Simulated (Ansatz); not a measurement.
**SiH4 (singlet): correlated methods under varied settings at distance Si1–H5 = 1.805 Å**

What do other methods and options give for SiH4 (singlet) at this geometry, and how long do they take?

Computed with Ansatz 0.2.0, Gaussian basis. Level: the settings change from run to run.

18 further runs of the same task are left out: 2 for a mislabelled method, 12 that didn't finish, 4 set aside as unsound or not needed.

**1. What is computed**

The geometry derives from a PBE0/def2-TZVP stationary point (not a proven minimum). One bond is set to the value named and the two fragments are kept rigid.

5 atoms, charge 0, spin multiplicity 1.

Atoms are counted from 1 here; the program's logs count them from 0.

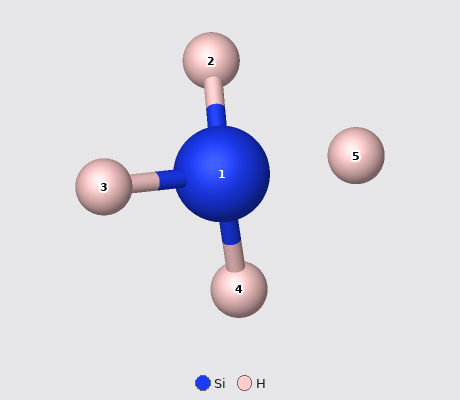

The structure; silicon blue, hydrogen pink; atoms are numbered from 1 in the order of the file.

**2. MP2 on RHF/cc-pVDZ**

in.yaml reads:

```yaml
crystal:
  periodic: [false, false, false]
  atoms:
    - {symbol: Si, position_ang: [-0.005814, 0.005823, 0.005778]}
    - {symbol: H, position_ang: [0.850036, 0.864568, 0.862608]}
    - {symbol: H, position_ang: [-0.865366, -0.848599, 0.863223]}
    - {symbol: H, position_ang: [-0.860543, 0.861358, -0.855372]}
    - {symbol: H, position_ang: [1.037870, -1.039593, -1.031456]}
basis:
  gaussian: {orbitals: cc-pVDZ}
magnetization: {spin_polarized: false}
correlation: {method: mp2, electrons: outside_noble_gas}
scf: {lower_state_search: off}
```

The run is started by

```
ansatz run in.yaml --threads 1 --pin off --events-out ev --progress --plain --max-ram 2393MiB
```

The log of the run:

```text
Functional definition: HF
  name "HF"
  cite "Fock, Z. Phys. 61, 126 (1930) doi:10.1007/BF01340294"
  parent pbe
  exchange = exact_x
  correlation = 0
these checks for a lower state are left out or cut short: stability, starts, cluster_reference, orbital_swaps, neighbouring_geometries, increment
355 factors; integrals over basis functions are off by at most 1.1e-3 eV
mean field evaluation 1: about -7923.9431 eV, gradient 9.3e0 eV
mean field evaluation 2: about -7923.9440 eV, gradient 9.3e0 eV
mean field evaluation 4: about -7924.4752 eV, gradient 3.2e-1 eV
mean field evaluation 8: about -7924.4756 eV, gradient 2.9e-5 eV
mean field -7924.47562980 eV, -291.2191079927 hartree, gradient 7.7e-7 eV, S^2 0.000000; 0 other end points of the search recorded, 0 dependent functions left out
5 core orbitals not correlated: weight in the atoms' cores, before any rotation towards them, 1.000 or more for the frozen orbitals, at most 0.000 for the correlated occupied ones
reference -7924.47562980 eV, -291.2191079927 hartree; 4, 4 occupied and 29, 29 virtual orbitals, 355 factors
second order -3.18605914 eV of doubles, -0.00000000 eV of singles
Total energy: -7927.66168895 eV, -291.3361935066 hartree
Checks for a lower state left out: stability, starts, cluster_reference, orbital_swaps, neighbouring_geometries, increment
```

Run time: 0.12 s. Hardware: 1 thread of Intel Xeon 6975P-C, shared host.

**3. CCSD on UHF/def2-TZVP**

in.yaml, as its differences from that of step 2:

```diff
@@ -9,5 +9,5 @@
 basis:
-  gaussian: {orbitals: cc-pVDZ}
-magnetization: {spin_polarized: false}
-correlation: {method: mp2, electrons: outside_noble_gas}
-scf: {lower_state_search: off}
+  gaussian: {orbitals: def2-TZVP}
+magnetization: {spin_polarized: true, initial_magnetization: 0}
+correlation: {method: ccsd, electrons: outside_noble_gas}
+scf: {omitted_lower_state_checks: [cluster_reference]}
```

Launched as before.

The log of the run, cut to the lines that bear on the results:

```text
Functional definition: HF
  name "HF"
  cite "Fock, Z. Phys. 61, 126 (1930) doi:10.1007/BF01340294"
  parent pbe
[...]
416 factors; integrals over basis functions are off by at most 1.5e-3 eV
[...]
mean field -7924.84189865 eV, -291.2325681245 hartree, gradient 5.6e-6 eV, S^2 0.000000; 0 other end points of the search recorded, 0 dependent functions left out
5 core orbitals not correlated: weight in the atoms' cores, before any rotation towards them, 1.000 or more for the frozen orbitals, at most 0.000 for the correlated occupied ones
reference -7924.84189865 eV, -291.2325681245 hartree; 4, 4 occupied and 52, 52 virtual orbitals, 416 factors
second order -3.58221507 eV of doubles, -0.00000000 eV of singles
cycle   1  -4.21893160 eV  change   -6.4e-1 eV  update   6.1e-2
[...]
cycle   8  -4.47279711 eV  change   -2.5e-6 eV  update   5.9e-6
Total energy: -7929.31469576 eV, -291.3969403867 hartree
Checks for a lower state left out: cluster_reference
```

Run time: 0.72 s. Hardware: 1 thread of Intel Xeon 6975P-C, shared host.

From the report: ⟨S²⟩ of the determinant 0.000 (pure singlet: 0.00); correlation -4.4728 eV; T1 0.013; largest double amplitude 0.07.

**4. CCSD(T)/cc-pVDZ**

in.yaml, as its differences from that of step 3:

```diff
@@ -9,5 +9,5 @@
 basis:
-  gaussian: {orbitals: def2-TZVP}
-magnetization: {spin_polarized: true, initial_magnetization: 0}
-correlation: {method: ccsd, electrons: outside_noble_gas}
-scf: {omitted_lower_state_checks: [cluster_reference]}
+  gaussian: {orbitals: cc-pVDZ}
+magnetization: {spin_polarized: false}
+hamiltonian: {xc: {name: PBE0}}
+correlation: {method: ccsd_t, electrons: valence}
```

Same command.

The log of the run, cut to the lines that bear on the results:

```text
Functional definition: PBE0
  name "PBE0"
  cite "Adamo & Barone, J. Chem. Phys. 110, 6158 (1999) doi:10.1063/1.478522"
  cite "Perdew, Burke & Ernzerhof, Phys. Rev. Lett. 77, 3865 (1996) doi:10.1103/PhysRevLett.77.3865"
  parent pbe
[...]
355 factors; integrals over basis functions are off by at most 1.1e-3 eV
[...]
mean field -7938.13172642 eV, -291.7209602869 hartree, gradient 3.7e-6 eV, S^2 0.000000; 0 other end points of the search recorded, 0 dependent functions left out
5 core orbitals not correlated: weight in the atoms' cores, before any rotation towards them, 1.000 or more for the frozen orbitals, at most 0.000 for the correlated occupied ones
reference -7924.26335794 eV, -291.2113071458 hartree; 4, 4 occupied and 29, 29 virtual orbitals, 355 factors
second order -3.32005866 eV of doubles, -0.13148469 eV of singles
cycle   1  -4.01906703 eV  change   -5.7e-1 eV  update   5.3e-2
[...]
cycle   8  -4.23082522 eV  change   -2.6e-6 eV  update   4.1e-6
perturbative correction -0.08305895 eV, -0.0030523600 hartree
Total energy: -7928.57724211 eV, -291.3698394648 hartree
```

It took 0.45 s on 1 thread of Intel Xeon 6975P-C, shared host.

From the report: correlation -4.3139 eV; T1 0.014; largest double amplitude 0.08. The orbitals are Kohn-Sham ones, so correlation energy and T1 don't compare with those on Hartree-Fock orbitals.

**5. BCCD on UHF/6-31G**

in.yaml, as its differences from that of step 4:

```diff
@@ -9,5 +9,4 @@
 basis:
-  gaussian: {orbitals: cc-pVDZ}
-magnetization: {spin_polarized: false}
-hamiltonian: {xc: {name: PBE0}}
-correlation: {method: ccsd_t, electrons: valence}
+  gaussian: {orbitals: 6-31G}
+magnetization: {spin_polarized: true, initial_magnetization: 0}
+correlation: {method: bccd, electrons: all}
```

Same command.

The log of the run, cut to the lines that bear on the results:

```text
Functional definition: HF
  name "HF"
  cite "Fock, Z. Phys. 61, 126 (1930) doi:10.1007/BF01340294"
  parent pbe
[...]
268 factors; integrals over basis functions are off by at most 1.9e-4 eV
[...]
mean field -7922.64436260 eV, -291.1518101645 hartree, gradient 6.7e-6 eV, S^2 0.000000; 0 other end points of the search recorded, 0 dependent functions left out
reference -7922.64436260 eV, -291.1518101645 hartree; 9, 9 occupied and 12, 12 virtual orbitals, 268 factors
second order -1.85429724 eV of doubles, -0.00000000 eV of singles
cycle   1  -2.31343017 eV  change   -4.6e-1 eV  update   5.9e-2
[...]
cycle   8  -2.55596921 eV  change   -2.7e-7 eV  update   4.9e-6
Total energy: -7925.20033181 eV, -291.2457403004 hartree
```

Run time: 0.3 s. Hardware: 1 thread of Intel Xeon 6975P-C, shared host.

From the report: ⟨S²⟩ of the determinant 0.000 (pure singlet: 0.00); correlation -2.5560 eV; largest double amplitude 0.10.

**6. CCSD(T) on UHF/def2-mTZVP**

in.yaml, as its differences from that of step 5:

```diff
@@ -9,4 +9,6 @@
 basis:
-  gaussian: {orbitals: 6-31G}
+  gaussian: {orbitals: def2-mTZVP, point_charges: [{charge: 0.50, position_ang: [6.017, -0.284, 0.011]}]}
 magnetization: {spin_polarized: true, initial_magnetization: 0}
-correlation: {method: bccd, electrons: all}
+hamiltonian: {pseudopotentials: {relativity: none}}
+correlation: {method: ccsd_t, electrons: outside_noble_gas}
+output: {forces: true}
```

Launched as before.

The log of the run, cut to the lines that bear on the results:

```text
Functional definition: HF
  name "HF"
  cite "Fock, Z. Phys. 61, 126 (1930) doi:10.1007/BF01340294"
  parent pbe
[...]
329 factors; integrals over basis functions are off by at most 6.0e-4 eV
[...]
mean field -7924.40637125 eV, -291.2165627881 hartree, gradient 2.4e-6 eV, S^2 0.000000; 1 other end points of the search recorded, 0 dependent functions left out
5 core orbitals not correlated: weight in the atoms' cores, before any rotation towards them, 1.000 or more for the frozen orbitals, at most 0.000 for the correlated occupied ones
reference -7924.40637125 eV, -291.2165627881 hartree; 4, 4 occupied and 25, 25 virtual orbitals, 329 factors
second order -2.32064545 eV of doubles, -0.00000000 eV of singles
cycle   1  -2.80032589 eV  change   -4.8e-1 eV  update   6.1e-2
[...]
cycle  10  -3.05427132 eV  change   -7.1e-7 eV  update   3.8e-7
perturbative correction -0.06745440 eV, -0.0024789034 hartree
[...]
Total energy: -7927.52809697 eV, -291.3312840921 hartree
Atom 0 at    -0.005814     0.005823     0.005778 Å, force     1.305282    -1.477981    -1.473521 eV/Å
Atom 1 at     0.850036     0.864568     0.862608 Å, force     0.114151    -0.036403    -0.033780 eV/Å
Atom 2 at    -0.865366    -0.848599     0.863223 Å, force     0.082734    -0.069478    -0.040545 eV/Å
Atom 3 at    -0.860543     0.861358    -0.855372 Å, force     0.082929    -0.042778    -0.067794 eV/Å
Atom 4 at     1.037870    -1.039593    -1.031456 Å, force    -1.578164     1.629190     1.618828 eV/Å
Dipole moment:    -0.107463     0.060367     0.057718 e Å
```

Wall time 0.63 s (1 thread of Intel Xeon 6975P-C, shared host).

From the report: ⟨S²⟩ of the determinant 0.000 (pure singlet: 0.00); correlation -3.1217 eV; T1 0.014; largest double amplitude 0.08.

**7. MRCISD+Q(4,2)/6-31G***

in.yaml reads:

```yaml
crystal:
  periodic: [false, false, false]
  atoms:
    - {symbol: Si, position_ang: [-0.005814, 0.005823, 0.005778]}
    - {symbol: H, position_ang: [0.850036, 0.864568, 0.862608]}
    - {symbol: H, position_ang: [-0.865366, -0.848599, 0.863223]}
    - {symbol: H, position_ang: [-0.860543, 0.861358, -0.855372]}
    - {symbol: H, position_ang: [1.037870, -1.039593, -1.031456]}
basis:
  gaussian: {orbitals: "6-31G*"}
correlation: {method: fic_mrcisd_q, electrons: outside_noble_gas, active_space: {window: {electrons: 4, orbitals: 2}}}
scf: {lower_state_search: off}
```

Same command.

The log of the run, cut to the lines that bear on the results:

```text
Functional definition: HF
  name "HF"
  cite "Fock, Z. Phys. 61, 126 (1930) doi:10.1007/BF01340294"
  parent pbe
[...]
293 factors; integrals over basis functions are off by at most 7.2e-4 eV
[...]
mean field -7923.92271290 eV, -291.1987886715 hartree, gradient 5.2e-7 eV, S^2 0.000000; 0 other end points of the search recorded, 0 dependent functions left out
reference -7923.92271290 eV, -291.1987886715 hartree; 9, 9 occupied and 18, 18 virtual orbitals, 293 factors
state -7923.92271290 eV, -291.1987886715 hartree
contracted CI cycle   1: correlation 0.00000000 eV, 0.0000000000 hartree, residual 1.20e1 eV
contracted CI cycle   2: correlation -2.77758322 eV, -0.1020743007 hartree, residual 2.09e0 eV
contracted CI cycle   3: correlation -2.89870225 eV, -0.1065253429 hartree, residual 6.89e-1 eV
contracted CI cycle   4: correlation -2.90935215 eV, -0.1069167195 hartree, residual 1.68e-1 eV
contracted CI cycle   5: correlation -2.91001919 eV, -0.1069412327 hartree, residual 4.62e-2 eV
contracted CI cycle   6: correlation -2.91006362 eV, -0.1069428657 hartree, residual 1.30e-2 eV
contracted CI cycle   7: correlation -2.91006733 eV, -0.1069430019 hartree, residual 3.29e-3 eV
contracted CI cycle   8: correlation -2.91006757 eV, -0.1069430105 hartree, residual 9.78e-4 eV
state -7923.92271290 eV, -291.1987886715 hartree; corrected -7927.04089295 eV, -291.3133796746 hartree
WARN: 2 active orbitals are nearly empty or full. The corrections depend on them more than the energy does, and are more stable in an active space without them
Total energy: -7927.04089295 eV, -291.3133796746 hartree
Checks for a lower state left out: stability, starts, cluster_reference, orbital_swaps, neighbouring_geometries, increment
```

Run time: 0.18 s. Hardware: 1 thread of Intel Xeon 6975P-C, shared host.

From the report: 1 determinant; active occupations 2.00, 2.00. The report marks this result as in doubt.

**8. MRCISD+Q(relaxed)(2,9)/6-31G**

in.yaml, as its differences from that of step 7:

```diff
@@ -9,4 +9,4 @@
 basis:
-  gaussian: {orbitals: "6-31G*"}
-correlation: {method: fic_mrcisd_q, electrons: outside_noble_gas, active_space: {window: {electrons: 4, orbitals: 2}}}
-scf: {lower_state_search: off}
+  gaussian: {orbitals: 6-31G, fitting: {mean_field: def2-universal-jkfit}}
+correlation: {method: fic_mrcisd_q_relaxed, electrons: outside_noble_gas, active_space: {window: {electrons: 2, orbitals: 9}}}
+accuracy: high
```

The command is unchanged.

The log of the run, cut to the lines that bear on the results:

```text
Functional definition: HF
  name "HF"
  cite "Fock, Z. Phys. 61, 126 (1930) doi:10.1007/BF01340294"
  parent pbe
[...]
200 factors; integrals over basis functions are off by at most 1.2e-1 eV
[...]
mean field -7922.64486882 eV, -291.1518287675 hartree, gradient 4.2e-9 eV, S^2 0.000000; 0 other end points of the search recorded, 0 dependent functions left out
reference -7922.64486882 eV, -291.1518287675 hartree; 9, 9 occupied and 12, 12 virtual orbitals, 200 factors
state -7923.27319834 eV, -291.1749194514 hartree
contracted CI cycle   1: correlation 0.00000000 eV, 0.0000000000 hartree, residual 8.98e0 eV
contracted CI cycle   2: correlation -1.69023662 eV, -0.0621150503 hartree, residual 2.07e0 eV
contracted CI cycle   3: correlation -1.79269336 eV, -0.0658802659 hartree, residual 5.92e-1 eV
contracted CI cycle   4: correlation -1.80112846 eV, -0.0661902500 hartree, residual 1.77e-1 eV
contracted CI cycle   5: correlation -1.80172333 eV, -0.0662121112 hartree, residual 5.13e-2 eV
contracted CI cycle   6: correlation -1.80177897 eV, -0.0662141557 hartree, residual 2.01e-2 eV
contracted CI cycle   7: correlation -1.80178722 eV, -0.0662144590 hartree, residual 8.30e-3 eV
contracted CI cycle   8: correlation -1.80178880 eV, -0.0662145172 hartree, residual 3.24e-3 eV
contracted CI cycle   9: correlation -1.80178903 eV, -0.0662145257 hartree, residual 1.14e-3 eV
contracted CI cycle  10: correlation -1.80178906 eV, -0.0662145267 hartree, residual 3.67e-4 eV
contracted CI cycle  11: correlation -1.80178906 eV, -0.0662145268 hartree, residual 1.24e-4 eV
contracted CI cycle  12: correlation -1.80178907 eV, -0.0662145268 hartree, residual 4.22e-5 eV
contracted CI cycle  13: correlation -1.80178907 eV, -0.0662145268 hartree, residual 1.33e-5 eV
state -7923.27319834 eV, -291.1749194514 hartree; corrected -7925.16079668 eV, -291.2442874110 hartree
WARN: 3 active orbitals are nearly empty or full. The corrections depend on them more than the energy does, and are more stable in an active space without them
Total energy: -7925.16079668 eV, -291.2442874110 hartree
```

Wall time 2.6 s (1 thread of Intel Xeon 6975P-C, shared host); peak memory 0.34 GiB.

From the report: 53 determinants; active occupations 1.95, 0.05, 0.00, 0.00, 0.00, 0.00, 0.00, 0.00, 0.00. The report marks this result as in doubt.

**9. CISD/def2-SVPD**

in.yaml, as its differences from that of step 8:

```diff
@@ -9,4 +9,5 @@
 basis:
-  gaussian: {orbitals: 6-31G, fitting: {mean_field: def2-universal-jkfit}}
-correlation: {method: fic_mrcisd_q_relaxed, electrons: outside_noble_gas, active_space: {window: {electrons: 2, orbitals: 9}}}
+  gaussian: {orbitals: def2-SVPD}
+correlation: {active_space: {ras: {orbitals: [4, 0, 47], electrons: 8, max_holes: 2, max_particles: 2}, fixed_orbitals: true}}
 accuracy: high
+output: {forces: true}
```

Launched as before.

The log of the run, cut to the lines that bear on the results:

```text
Functional definition: HF
  name "HF"
  cite "Fock, Z. Phys. 61, 126 (1930) doi:10.1007/BF01340294"
  parent pbe
[...]
1095 factors; integrals over basis functions are off by at most 3.7e-9 eV
[...]
mean field -7922.09373599 eV, -291.1315750095 hartree, gradient 5.8e-8 eV, S^2 0.000000; 0 other end points of the search recorded, 0 dependent functions left out
reference -7922.09373599 eV, -291.1315750095 hartree; 9, 9 occupied and 47, 47 virtual orbitals, 1095 factors
state -7926.06891379 eV, -291.2776600993 hartree
[...]
Total energy: -7926.06891379 eV, -291.2776600993 hartree
Atom 0 at    -0.005814     0.005823     0.005778 Å, force     1.598383    -1.601038    -1.588523 eV/Å
Atom 1 at     0.850036     0.864568     0.862608 Å, force     0.028772    -0.087394    -0.086872 eV/Å
Atom 2 at    -0.865366    -0.848599     0.863223 Å, force     0.087325    -0.028917    -0.086893 eV/Å
Atom 3 at    -0.860543     0.861358    -0.855372 Å, force     0.087166    -0.087290    -0.028226 eV/Å
Atom 4 at     1.037870    -1.039593    -1.031456 Å, force    -1.801647     1.804639     1.790514 eV/Å
Dipole moment:    -0.057292     0.057387     0.056939 e Å
```

It took 3 s on 1 thread of Intel Xeon 6975P-C, shared host; peak memory 0.32 GiB.

From the report: 24,711 determinants.

**10. HF/cc-pVDZ**

in.yaml, as its differences from that of step 9:

```diff
@@ -9,5 +9,5 @@
 basis:
-  gaussian: {orbitals: def2-SVPD}
-correlation: {active_space: {ras: {orbitals: [4, 0, 47], electrons: 8, max_holes: 2, max_particles: 2}, fixed_orbitals: true}}
-accuracy: high
-output: {forces: true}
+  gaussian: {orbitals: cc-pVDZ}
+magnetization: {spin_polarized: true, initial_magnetization: 0}
+hamiltonian: {xc: hf}
+output: {forces: true, orbitals: {seedname: orbitals}}
```

Launched as before.

The log of the run, cut to the lines that bear on the results:

```text
Functional definition: HF
  name "HF"
  cite "Fock, Z. Phys. 61, 126 (1930) doi:10.1007/BF01340294"
  parent pbe
[...]
355 factors; integrals over basis functions are off by at most 1.1e-3 eV
[...]
mean field -7924.47562980 eV, -291.2191079927 hartree, gradient 1.7e-5 eV, S^2 0.000000; 0 other end points of the search recorded, 0 dependent functions left out
[...]
reference -7924.47562980 eV, -291.2191079927 hartree; 9, 9 occupied and 29, 29 virtual orbitals, 355 factors
Total energy: -7924.47562980 eV, -291.2191079927 hartree
Atom 0 at    -0.005814     0.005823     0.005778 Å, force     1.688529    -1.691333    -1.678112 eV/Å
Atom 1 at     0.850036     0.864568     0.862608 Å, force     0.070346    -0.070610    -0.070056 eV/Å
Atom 2 at    -0.865366    -0.848599     0.863223 Å, force     0.070493    -0.070463    -0.070056 eV/Å
Atom 3 at    -0.860543     0.861358    -0.855372 Å, force     0.070498    -0.070615    -0.069903 eV/Å
Atom 4 at     1.037870    -1.039593    -1.031456 Å, force    -1.899866     1.903021     1.888127 eV/Å
Dipole moment:    -0.069360     0.069475     0.068932 e Å
```

Wall time 0.18 s (1 thread of Intel Xeon 6975P-C, shared host).

From the report: ⟨S²⟩ of the determinant 0.000 (pure singlet: 0.00).

**11. All runs side by side**

Where basis and cores are those of an earlier RCCSDT(Q)/cc-pVDZ run (-7928.6356 eV), and the state is the same kind, the miss against it is given. † marks a result that the program doubts.

```csv
level,correlated,functions,energy (eV),from RCCSDT(Q) (meV),time
MP2 on RHF/cc-pVDZ,outside noble gas,38,-7927.6617,973.9,0.12 s
CCSD on UHF/def2-TZVP,outside noble gas,61,-7929.3147,,0.72 s
CCSD(T)/cc-pVDZ (on PBE0 orbitals),valence,38,-7928.5772,58.4,0.45 s
BCCD on UHF/6-31G,all,21,-7925.2003,,0.3 s
CCSD(T) on UHF/def2-mTZVP (beside a point charge),outside noble gas,34,-7927.5281,,0.63 s
"MRCISD+Q(4,2)/6-31G* †",outside noble gas,27,-7927.0409,,0.18 s
"MRCISD+Q(relaxed)(2,9)/6-31G †",outside noble gas,21,-7925.1608,,2.6 s
CISD/def2-SVPD,valence,56,-7926.0689,,3 s
HF/cc-pVDZ,,38,-7924.4756,4160.0,0.18 s
```

**12. Results**

| quantity | value |
| --- | --- |
| runs | 9 |
| quickest | MP2 on RHF/cc-pVDZ, 0.12 s |
| slowest | CISD/def2-SVPD, 3 s |

What this shows: Total energies in different bases, with other cores or another treatment of relativity can't be set against each other. CISD/def2-SVPD took 25 times as long as MP2 on RHF/cc-pVDZ; the jobs differ in more than the method. Among the correlated runs with a miss given, it spans +58 to +974 meV. Hartree-Fock, CASSCF and CASCI lack dynamic correlation by design. Cores frozen from Kohn-Sham orbitals shift the total energy.
